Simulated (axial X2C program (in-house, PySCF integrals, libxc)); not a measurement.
## Relativistic diatomic calculation, with input and output: SrS⁺

System: SrS⁺, single determinant with Ω = 3/2. The distance is the PBE0 minimum at charge 1.
Method: expectation values, HF and Kohn-Sham, two-component X2C with atomic mean-field Coulomb and Gaunt terms, Sr dyall-cv3z, S dyall-av3z (cores contracted) (axial X2C program (in-house, PySCF integrals, libxc)).

**The program's output**
```
two-component X2C + atomic mean field  PBE0
basis functions 195  fitting functions 1000  grid points 5084
iter        total energy     max residual
   1      -3576.712302975     1.99e-05
   2      -3576.712302975     6.52e-06
converged
one-electron -5184.22559067  Coulomb 1615.96107884  exact exchange -32.24844594  xc functional -98.88744154  nuclear repulsion 124.08011733  atomic mean-field constant -1.39202100
```

**Expectation values by level of theory**

```
                                             quantity     PBE0      HF   r2SCAN     BP86    PBE50
effective field for an electron dipole moment (GV/cm)  −0.0595  −0.107  −0.0573  −0.0405  −0.0703
           field gradient at the first nucleus (a.u.)    −1.03   −1.07    −1.05    −1.05    −1.02
          field gradient at the second nucleus (a.u.)    −1.57   −1.75    −1.68    −1.58    −1.60
                           A∥/gI, first nucleus (MHz)    −9.25   −12.1    −7.38    −6.53    −7.83
                          A∥/gI, second nucleus (MHz)      202     200      216      206      203
```

Each column comes from one determinant, in a basis with contracted cores. The levels disagree widely: the effective field runs from −0.107 to −0.0405 GV/cm. They may not all have settled in the same state, and these values aren't reliable properties of the molecule.

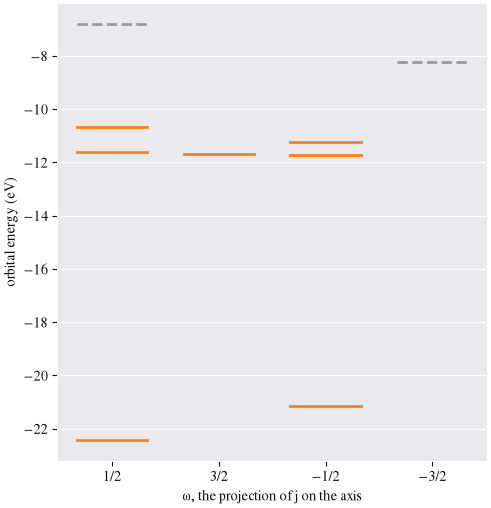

Figure 1. Orbital energies (PBE0) near the frontier at 2.59 Å, filled (solid) and empty (dashed). The highest filled spinor (1/2; 83 % S p, 11 % Sr d) lies at −10.66 eV, the lowest empty one (−3/2; 79 % S p, 15 % Sr d) at −8.24 eV.

**Input**
```
{"zs": [38, 16], "q": 1, "bas": ["dyall-cv3z", "dyall-av3z"], "r0": 2.51, "levels": ["PBE0", "HF", "r2SCAN", "BP86", "PBE50"], "nst": 3}
```

The line is the task of a batch: nuclear charges, charge, bases, the levels to run, a first guess of the distance and further settings. This report covers the levels named above. The log is that of the reference distance, started from orbitals converged before.

Launched within a batch (the task file carries these settings):
```bash
python <driver script> task.json out
```

**Results in brief**

- outcome: converged; the levels of theory disagree widely
- hardware: 1 thread of Intel Xeon (Sapphire Rapids), 64 GiB of memory available, shared host
- wall time: 5 s
- peak memory: 0.36 GiB
